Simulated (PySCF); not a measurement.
## Electronic structure of C₂H₆Mn (MnMe2) (sextet) in real space

```xyz
9

Mn   -0.3929   -0.1859   -0.0155
C    -0.0143   -0.1107    2.0059
H     0.1308    0.9377    2.3528
H     0.9197   -0.6593    2.2662
H    -0.8243   -0.5490    2.6313
C    -0.0150    0.0975   -2.0177
H    -0.8252   -0.2739   -2.6851
H     0.9196   -0.4203   -2.3332
H     0.1295    1.1761   -2.2553
```

Geometry: PBE-D3(BJ)/def2-SVP.

The calculation used DFT single point, gas phase, functional B3LYP (PySCF 2.14.0, density-fitted response routines).

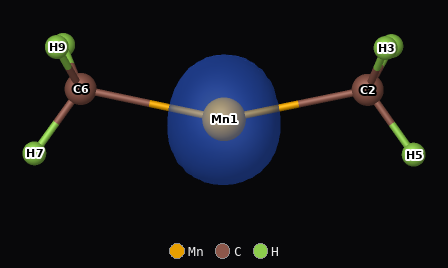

Figure 1. Isosurfaces of the spin density (α minus β) at +0.3 (blue) and −0.3 e/Å³ (red), seen across its widest extent.

Which atoms carry the spin?

Answer. The unpaired spin (5 electrons) lies mostly on Mn1 (about 4.8), in electrons by Hirshfeld's partition. Only one sign reaches the isovalue.

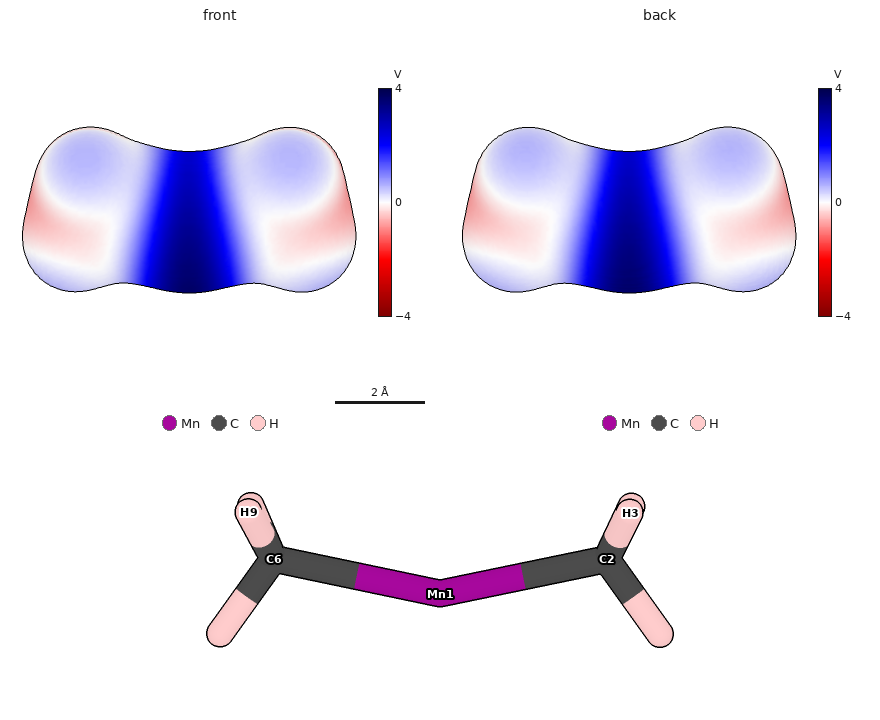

Figure 2. The molecular electrostatic potential painted on the density surface at 0.004 e/bohr³, seen from the front and from behind; red is negative and blue positive. The bare structure is drawn below in the same view.

Describe the electrostatic potential map.

Answer. The most negative region (about −0.8 V) lies over C2 and C6, the most positive (about +3.6 V) over Mn1.

What dipole moment does the calculation give?

Answer. Its dipole moment is 1.12 D.

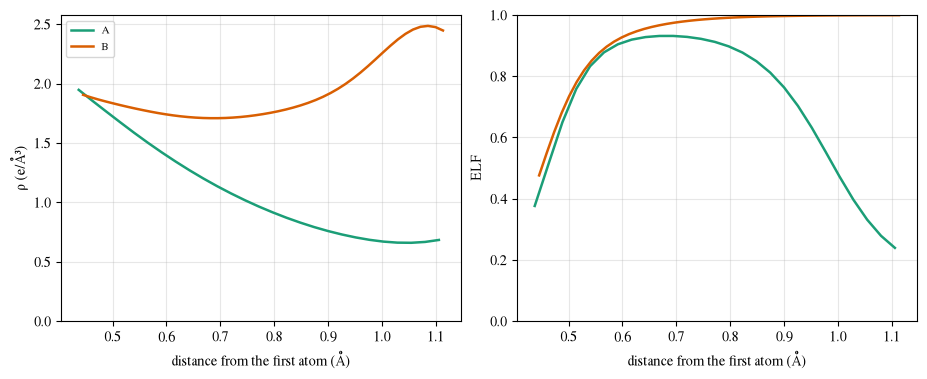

Figure 3. Total electron density and electron localisation function along straight lines between neighbouring atoms. The curves leave out the atomic cores.

Which curve belongs to which contact (C–H and C–Mn)? The first atom named is at distance zero.

Answer. Curve A: C–Mn (2.06 Å): the density is about 0.66 e/Å³ at the midpoint; the ELF peaks at about 0.95 in the valence shell of C, 0.7 Å from its nucleus, and is about 0.40 at the midpoint. Curve B: C–H (1.11 Å): ρ at the midpoint is about 1.8 e/Å³; the ELF climbs to about 1 towards the hydrogen, as it does in any bond to H: an ordinary covalent bond to hydrogen.
